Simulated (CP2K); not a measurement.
# C2HCl3Si (Si(CCH)Cl3) at GFN1-xTB

Aim: the vertical electron affinity of C2HCl3Si (Si(CCH)Cl3) at GFN1-xTB, from 2 runs. 

The calculation is run with CP2K 2026.2.

2 further runs of the same task are left out: 1 that didn't finish, 1 set aside as unsound or not needed.

## (1) The molecule

C2HCl3Si has 7 atoms, charge 0, and is taken as a singlet. SMILES: `C#C[Si](Cl)(Cl)Cl`. The coordinates come from a GFN2-xTB relaxation.

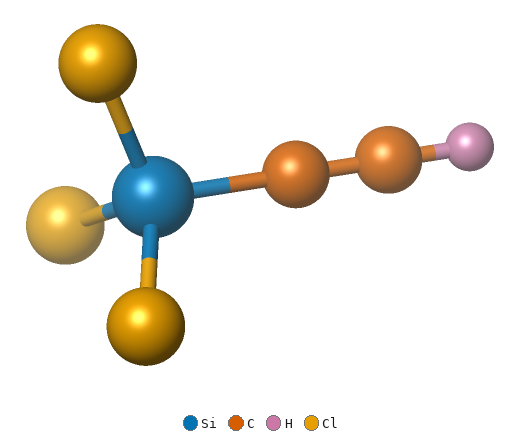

Viewed from a chosen angle; silicon blue, carbon orange, hydrogen pink, chlorine amber.

## (2) Energy and forces at GFN1-xTB

calc.inp

```
&GLOBAL
  PROJECT_NAME calc
  RUN_TYPE ENERGY_FORCE
  PRINT_LEVEL MEDIUM
&END GLOBAL

&FORCE_EVAL
  METHOD Quickstep
  &DFT
    CHARGE 0
    MULTIPLICITY 1
    &QS
      METHOD XTB
      EPS_DEFAULT 1.0E-10
      &XTB
        GFN_TYPE 1
        CHECK_ATOMIC_CHARGES F
      &END XTB
    &END QS
    &POISSON
      PERIODIC NONE
      POISSON_SOLVER ANALYTIC
    &END POISSON
    &SCF
      SCF_GUESS ATOMIC
      EPS_SCF 1.0E-06
      MAX_SCF 30
      &OT ON
        MINIMIZER CG
        PRECONDITIONER FULL_ALL
      &END OT
      &OUTER_SCF
        EPS_SCF 1.0E-06
        MAX_SCF 10
      &END OUTER_SCF
    &END SCF
    &PRINT
      &MOMENTS
        PERIODIC F
        REFERENCE COM
        MAX_MOMENT 1
      &END MOMENTS
      &MO_CUBES
        NLUMO 3
        NHOMO -1
        WRITE_CUBE F
      &END MO_CUBES
      &HIRSHFELD OFF
      &END HIRSHFELD
    &END PRINT
  &END DFT
  &SUBSYS
    &CELL
      ABC [angstrom] 18.9 19.3 20.8
      PERIODIC NONE
    &END CELL
    &COORD
      Si     8.976290     9.652225     8.674465
      C      8.975930     9.648975    10.523345
      C      8.970670     9.638635    11.725225
      H      8.970280     9.634475    12.777095
      Cl    10.885830     9.656325     8.022905
      Cl     8.014170    11.302935     8.027355
      Cl     8.020070     7.997065     8.028205
    &END COORD
  &END SUBSYS
  &PRINT
    &FORCES ON
    &END FORCES
  &END PRINT
&END FORCE_EVAL
```

Run with:

```sh
$ OMP_NUM_THREADS=1 cp2k.psmp calc.inp > calc.out
```

The program printed:

```text
CP2K| version string:                                       CP2K version 2026.2
[...]
 GLOBAL| Method name                                                        CP2K
[...]
 GLOBAL| Run type                                                   ENERGY_FORCE
[...]
                             - Atoms:                                          7
[...]
                             - Spherical basis functions:                     46
[...]
 Number of electrons:                                                         34
[...]
     1 OT CG       0.15E+00    0.0     0.01162126       -19.5189174701 -1.95E+01
[...]
    10 OT CG       0.89E-01    0.0     0.00000022       -19.5231259157 -5.64E-11
  *** SCF run converged in    10 steps ***
[...]
 TB_DIPOLE| Moment [Debye]          0.00875989       0.00310567       0.62757954
 TB_DIPOLE| Derivative [a.u.]       0.00000000       0.00000000       0.00000000
[...]
 ENERGY| Total FORCE_EVAL ( QS ) energy [hartree]            -19.523125915717610
 FORCES| Atomic forces [hartree/bohr]
 FORCES|   Atom     x               y               z               |f|
 FORCES|      1 -1.04011987E-04 -1.37989303E-04 -2.95926378E-03   2.96430458E-03
 FORCES|      2  6.34979164E-05  1.61895946E-05 -1.49491210E-02   1.49492646E-02
 FORCES|      3  1.32369979E-04  1.14998897E-04  9.23554192E-03   9.23720634E-03
 FORCES|      4 -9.55508487E-05 -1.06432251E-04  6.73370437E-03   6.73522326E-03
 FORCES|      5  1.36867829E-03 -1.44782398E-05  7.20628198E-04   1.54686615E-03
 FORCES|      6 -7.33122986E-04  1.56978506E-03  6.29184915E-04   1.84324933E-03
 FORCES|      7 -6.31860367E-04 -1.44207375E-03  5.89325358E-04   1.68110934E-03
 FORCES| Sum     3.27212216E-16  6.02816408E-17 -2.31368744E-16
 FORCES| Total atomic force                                       4.05256963E-16
[...]
```

Run time: 0.96 s. Hardware: 1 thread of Intel Xeon 6975P-C (Granite Rapids), shared host; peak memory 0.2 GiB.

## (3) The doublet anion at the same level

gas.inp

```
&GLOBAL
  PROJECT gas
  RUN_TYPE ENERGY_FORCE
  PRINT_LEVEL MEDIUM
&END GLOBAL
&FORCE_EVAL
  METHOD QUICKSTEP
  &DFT
    CHARGE -1
    MULTIPLICITY 2
    LSD T
    ! Quickstep
    &QS
      METHOD XTB
      EPS_DEFAULT 1.0E-10
      &XTB
        GFN_TYPE 1
        CHECK_ATOMIC_CHARGES F
      &END XTB
    &END QS
    &POISSON
      PERIODIC NONE
      POISSON_SOLVER ANALYTIC
    &END POISSON
    ! self-consistent field
    &SCF
      SCF_GUESS ATOMIC
      EPS_SCF 1.0E-06
      MAX_SCF 40
      &OT
        MINIMIZER DIIS
        PRECONDITIONER FULL_ALL
      &END OT
      &OUTER_SCF
        EPS_SCF 1.0E-06
        MAX_SCF 10
      &END OUTER_SCF
    &END SCF
    ! extra output
    &PRINT
      &MOMENTS
        PERIODIC F
        REFERENCE COM
        MAX_MOMENT 1
      &END MOMENTS
      &MO_CUBES
        NLUMO 1
        NHOMO -1
        WRITE_CUBE F
      &END MO_CUBES
      &HIRSHFELD OFF
      &END HIRSHFELD
    &END PRINT
  &END DFT
  ! atoms, cell and kinds
  &SUBSYS
    ! vacuum box
    &CELL
      ABC 18.9 19.3 20.8
      PERIODIC NONE
    &END CELL
    &COORD
      Si     8.976290     9.652225     8.674465
      C      8.975930     9.648975    10.523345
      C      8.970670     9.638635    11.725225
      H      8.970280     9.634475    12.777095
      Cl    10.885830     9.656325     8.022905
      Cl     8.014170    11.302935     8.027355
      Cl     8.020070     7.997065     8.028205
    &END COORD
  &END SUBSYS
  &PRINT
    &FORCES ON
    &END FORCES
  &END PRINT
&END FORCE_EVAL
```

Run with:

```sh
$ OMP_NUM_THREADS=1 cp2k.psmp -i gas.inp -o gas.out
```

The program printed:

```text
CP2K| version string:                                       CP2K version 2026.2
[...]
 GLOBAL| Method name                                                        CP2K
[...]
 GLOBAL| Run type                                                   ENERGY_FORCE
[...]
                             - Atoms:                                          7
[...]
                             - Spherical basis functions:                     46
[...]
 Number of electrons:                                                         18
[...]
     1 OT DIIS     0.15E+00    0.0     0.01536619       -19.6071082477 -1.96E+01
[...]
    26 OT DIIS     0.15E+00    0.0     0.00000061       -19.6494093011 -5.55E-09
  *** SCF run converged in    26 steps ***
[...]
 TB_DIPOLE| Moment [Debye]          0.15949383      -0.01516500      -3.92989792
 TB_DIPOLE| Derivative [a.u.]       0.00000000       0.00000000       0.00000000
[...]
 ENERGY| Total FORCE_EVAL ( QS ) energy [hartree]            -19.649409302140473
 FORCES| Atomic forces [hartree/bohr]
 FORCES|   Atom     x               y               z               |f|
 FORCES|      1  1.88175551E-02 -4.76474650E-03  9.36639669E-02   9.56542832E-02
 FORCES|      2  5.21648987E-03  1.54013698E-04 -1.62588427E-01   1.62672162E-01
 FORCES|      3 -1.08463514E-03 -9.58175072E-04  1.21103631E-01   1.21112278E-01
 FORCES|      4 -1.27761527E-04  8.89596637E-05  7.31147014E-03   7.31312740E-03
 FORCES|      5  1.70744112E-02  1.88160923E-03 -1.25204213E-02   2.12564560E-02
 FORCES|      6 -1.99906686E-02  2.37138221E-02 -2.48922113E-02   3.97692641E-02
 FORCES|      7 -1.99053910E-02 -2.01154831E-02 -2.20780083E-02   3.58928364E-02
 FORCES| Sum    -3.33066907E-16  1.00613962E-16 -5.89805982E-16
 FORCES| Total atomic force                                       6.84783053E-16
[...]
```

It took 1.2 s on 1 thread of Intel Xeon 6975P-C (Granite Rapids), shared host; peak memory 0.19 GiB.

## (4) Summary of results

At GFN1-xTB:

| quantity | value |
| --- | --- |
| singlet C2HCl3Si: total energy | -19.52313 Eh |
| singlet C2HCl3Si: dipole moment (from atomic charges alone) | 0.63 D |
| singlet C2HCl3Si: HOMO energy | -12.49 eV |
| singlet C2HCl3Si: dispersion energy | -10.91 kJ/mol |
| singlet C2HCl3Si: largest force on an atom | 0.769 eV/Å |
| doublet anion: total energy | -19.64941 Eh |
| doublet anion: HOMO energy (highest over α and β) | -0.63 eV |
| doublet anion: dispersion energy | -10.91 kJ/mol |
| doublet anion: largest force on an atom | 8.365 eV/Å |
| vertical electron affinity (to the doublet anion) | 3.436 eV |

**Reading.** At fixed nuclei the extra electron is bound by 3.44 eV (79 kcal/mol). The largest force (singlet C2HCl3Si) is 0.77 eV/Å: the shape isn't a stationary point for this species at this level. A minimal valence basis can't be trusted even for the sign of an electron affinity. No empirical shift is applied, and without it xTB methods put this difference several eV too high. The dipole (singlet C2HCl3Si) comes from point charges on the atoms alone, without atomic dipoles, so it is partial.
